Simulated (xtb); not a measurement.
## Frequency calculation, with input and output: C$_{3}$H$_{6}$OSi (part 2 of 2)

Continued. System: C$_{3}$H$_{6}$OSi. Method: GFN2-xTB (xtb 6.7.1 later snapshot). The geometry was optimised with GFN2-xTB.

Geometry of the input (Å):
```
C  -1.5955  -1.4378  1.5072
C  -0.5419  -0.7515  0.7859
C  0.3542  -0.2025  0.2107
O  1.3291  0.3808  -0.4024
Si 1.4658  1.5021  -1.5741
H  -1.2905  -1.6152  2.5382
H  -1.8115  -2.3957  1.0346
H  -2.5023  -0.8333  1.5077
H  0.8410  2.7587  -1.1586
H  2.9180  1.5594  -1.6404
H  0.8336  1.0350  -2.8088
```

## What the program printed, continued
```
 ---------------------------------------------------------------------------
     #   Z sym  total        # sym  WBO       # sym  WBO       # sym  WBO
 ---------------------------------------------------------------------------
     1   6      3.996 --     2      1.063     8      0.967     7      0.967
                             6      0.967
     2   6      3.969 --     3      2.678     1      1.063     4      0.134
     3   6      3.918 --     2      2.678     4      1.141
     4   8      2.455 --     3      1.141     5      1.078     2      0.134
     5  14      3.846 --     4      1.078    10      0.894    11      0.894
                             9      0.894
     6   1      0.996 --     1      0.967
     7   1      0.995 --     1      0.967
     8   1      0.995 --     1      0.967
     9   1      0.991 --     5      0.894
    10   1      0.992 --     5      0.894
    11   1      0.991 --     5      0.894
 ---------------------------------------------------------------------------
Refinement of some symmetry elements was terminated before convergence was reached.
Some symmetry elements may remain unidentified.
Molecule has no symmetry elements
It seems to be the C1 point group

Topologies differ in total number of bonds
Writing topology from bond orders to xtbtopo.mol

molecular dipole:
                 x           y           z       tot (Debye)
 q only:       -0.267       0.127      -0.131
   full:       -0.320       0.068      -0.069       0.850
molecular quadrupole (traceless):
                xx          xy          yy          xz          yz          zz
 q only:       -0.990       2.537       0.361      -2.657      -2.792       0.629
  q+dip:        0.230       2.450      -0.203      -2.566      -1.730      -0.027
   full:       -0.662       2.403       0.226      -2.516      -2.120       0.436

           -------------------------------------------------
          |               Frequency Printout                |
           -------------------------------------------------
 projected vibrational frequencies (cm⁻¹)
eigval :       -0.00    -0.00    -0.00     0.00     0.00     0.00
eigval :       -4.52    97.13   100.44   204.54   208.94   316.62
eigval :      348.08   587.77   590.44   665.39   748.60   801.76
eigval :      831.40   941.92  1034.51  1035.47  1318.02  1397.58
eigval :     1461.92  1462.37  2243.74  2272.42  2344.29  2461.50
eigval :     2997.31  2998.43  3007.78
 reduced masses (amu)
    1:      3.00    2:      6.97    3:      5.79    4:      3.89    5:      4.66    6:      4.02
    7:      1.11    8:      4.38    9:      1.35   10:      4.04   11:      4.06   12:      8.73
   13:      8.35   14:      1.14   15:      2.10   16:      1.86   17:      1.06   18:      1.07
   19:      1.09   20:      6.75   21:      1.32   22:      1.32   23:      4.51   24:      1.44
   25:      1.05   26:      1.05   27:      1.05   28:      1.03   29:      1.04   30:     11.67
   31:      1.09   32:      1.09   33:      1.03
 IR intensities (km·mol⁻¹)
    1:      0.59    2:      0.03    3:      0.07    4:      0.22    5:      0.37    6:      0.26
    7:      0.28    8:      1.34    9:      0.33   10:      2.44   11:      2.44   12:      2.28
   13:      1.26   14:     66.68   15:     34.18   16:     94.51   17:    231.16   18:    232.31
   19:    379.60   20:    125.56   21:      8.83   22:      7.70   23:    446.74   24:     34.81
   25:      4.64   26:      4.70   27:    415.44   28:    203.87   29:    251.96   30:    127.24
   31:     27.78   32:     27.60   33:     32.92
 Raman intensities (Ä⁴*amu⁻¹)
    1:      0.00    2:      0.00    3:      0.00    4:      0.00    5:      0.00    6:      0.00
    7:      0.00    8:      0.00    9:      0.00   10:      0.00   11:      0.00   12:      0.00
   13:      0.00   14:      0.00   15:      0.00   16:      0.00   17:      0.00   18:      0.00
   19:      0.00   20:      0.00   21:      0.00   22:      0.00   23:      0.00   24:      0.00
   25:      0.00   26:      0.00   27:      0.00   28:      0.00   29:      0.00   30:      0.00
   31:      0.00   32:      0.00   33:      0.00
 output can be read by thermo (or use thermo option).
 writing <g98.out> molden fake output.
 recommended (thermochemical) frequency scaling factor: 1.0
           -------------------------------------------------
          |             Thermodynamic Functions             |
           -------------------------------------------------

c1  symmetry found (for desy threshold:  0.10E+00) used in thermo
 inverting freq            1   4.5158877155091366

          ...................................................
          :                      SETUP                      :
          :.................................................:
          :  # frequencies                          27      :
          :  # imaginary freq.                       0      :
          :  linear?                             false      :
          :  only rotor calc.                    false      :
          :  symmetry                               c1      :
          :  rotational number                       1      :
          :  scaling factor                  1.0000000      :
          :  rotor cutoff                   50.0000000 cm⁻¹ :
          :  imag. cutoff                  -20.0000000 cm⁻¹ :
          :.................................................:

    mode    ω/cm⁻¹     T·S(HO)/kcal·mol⁻¹    T·S(FR)/kcal·mol⁻¹   T·S(vib)
   ------------------------------------------------------------------------
       1      4.52    -2.85946 (  0.01%)    -1.76433 ( 99.99%)    -1.76440
       2     97.13    -1.04685 ( 93.44%)    -0.85963 (  6.56%)    -1.03457
       3    100.44    -1.02738 ( 94.21%)    -0.84972 (  5.79%)    -1.01710
       4    204.54    -0.62369 ( 99.64%)    -0.63912 (  0.36%)    -0.62374
       5    208.94    -0.61207 ( 99.67%)    -0.63281 (  0.33%)    -0.61213
   ------------------------------------------------------------------------

   temp. (K)  partition function   enthalpy   heat capacity  entropy
                                   cal/mol     cal/K/mol   cal/K/mol   J/K/mol
 298.15  VIB  0.164E+04             3208.914     18.203     21.730
         ROT  0.117E+06              888.727      2.981     26.165
         INT  0.192E+09             4097.642     21.184     47.895
         TR   0.245E+26             1481.212      4.968     39.274
         TOT                        5578.8542    26.1515    87.1689   364.7148

       T/K    H(0)-H(T)+PV         H(T)/Eh          T*S/Eh         G(T)/Eh
   ------------------------------------------------------------------------
    298.15    0.889047E-02    0.828919E-01    0.414168E-01    0.414751E-01
   ------------------------------------------------------------------------

         :::::::::::::::::::::::::::::::::::::::::::::::::::::
         ::                  THERMODYNAMIC                  ::
         :::::::::::::::::::::::::::::::::::::::::::::::::::::
         :: total free energy         -15.227097581430 Eh   ::
         ::.................................................::
         :: total energy              -15.268572691077 Eh   ::
         :: zero point energy           0.074001410855 Eh   ::
         :: G(RRHO) w/o ZPVE           -0.032526301208 Eh   ::
         :: G(RRHO) contrib.            0.041475109647 Eh   ::
         :::::::::::::::::::::::::::::::::::::::::::::::::::::

           -------------------------------------------------
          | TOTAL ENERGY              -15.268572691077 Eh   |
          | TOTAL ENTHALPY            -15.185680810145 Eh   |
          | TOTAL FREE ENERGY         -15.227097581430 Eh   |
          | GRADIENT NORM               0.000104801072 Eh/α |
          | HOMO-LUMO GAP               5.296760982107 eV   |
           -------------------------------------------------

------------------------------------------------------------------------
------------------------------------------------------------------------
 total:
 *  cpu-time:     0 d,  0 h,  0 min,  0.379 sec
 * ratio c/w:     1.000 speedup
 SCF:
 *  cpu-time:     0 d,  0 h,  0 min,  0.008 sec
 * ratio c/w:     1.000 speedup
 analytical hessian:
 *  cpu-time:     0 d,  0 h,  0 min,  0.360 sec
 * ratio c/w:     1.000 speedup
```

## File vibspectrum
```
$vibrational spectrum
#  mode     symmetry     wave number   IR intensity    selection rules
#                         cm**(-1)      (km*mol⁻¹)        IR
     1                      -0.00         0.00000          -
     2                      -0.00         0.00000          -
     3                      -0.00         0.00000          -
     4                       0.00         0.00000          -
     5                       0.00         0.00000          -
     6                       0.00         0.00000          -
     7        a             -4.52         0.27753         YES
     8        a             97.13         1.34420         YES
     9        a            100.44         0.32756         YES
    10        a            204.54         2.43596         YES
    11        a            208.94         2.44111         YES
    12        a            316.62         2.27792         YES
    13        a            348.08         1.26360         YES
    14        a            587.77        66.67913         YES
    15        a            590.44        34.18240         YES
    16        a            665.39        94.51379         YES
    17        a            748.60       231.15577         YES
    18        a            801.76       232.31235         YES
    19        a            831.40       379.60272         YES
    20        a            941.92       125.56005         YES
    21        a           1034.51         8.83334         YES
    22        a           1035.47         7.70308         YES
    23        a           1318.02       446.73976         YES
    24        a           1397.58        34.80841         YES
    25        a           1461.92         4.64154         YES
    26        a           1462.37         4.70403         YES
    27        a           2243.74       415.43886         YES
    28        a           2272.42       203.87243         YES
    29        a           2344.29       251.95840         YES
    30        a           2461.50       127.23848         YES
    31        a           2997.31        27.78267         YES
    32        a           2998.43        27.59900         YES
    33        a           3007.78        32.92125         YES
$end
```

## Standard error
```
normal termination of xtb
```

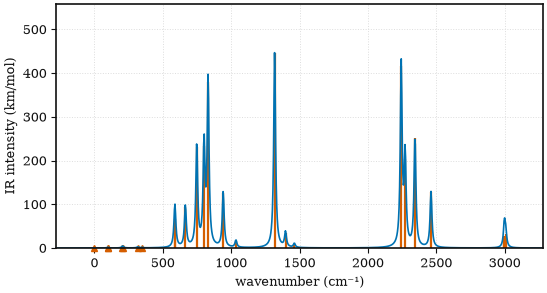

**Figure 1.** Harmonic infrared spectrum, unscaled: sticks (degenerate modes added up, dark ones marked on the axis) with a Lorentzian envelope of 16 cm⁻¹ full width, scaled to the tallest stick. 27 modes from 5i to 3008 cm⁻¹, none imaginary beyond the noise of the force constants (under 8i cm⁻¹). The strongest line is at 1318 cm⁻¹ (447 km/mol).

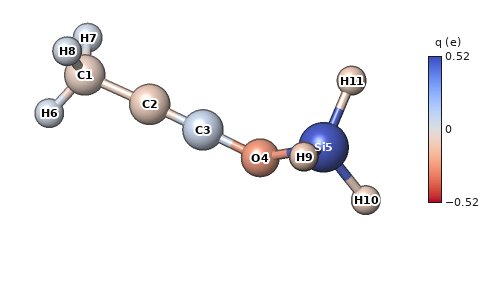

**Figure 2.** Mulliken charges, as the colour of each atom (ball-and-stick view, seen at a tilt; atoms are numbered from 1 in the order of the input). By element: C −0.10 to +0.08, O −0.28, Si +0.50 and H −0.09 to +0.05 e.

## Key numbers

- outcome: converged
- electrons treated: 28
- total energy: −15.268573 hartree
- dispersion energy: −0.005592 hartree
- basis functions: 32
- HOMO: −10.27 eV
- LUMO: −4.97 eV
- zero-point energy: 0.074001 hartree
- dipole moment: 0.85 D
- wavenumbers, lowest and highest: 5i and 3008 cm⁻¹
- peak memory: 0.072 GiB

## Notes

Settings chosen away from the usual ones: method = gfn2-xtb; task = frequencies; x = {"symmetry_threshold": 0.1}; geo = {"prev": "A"}.
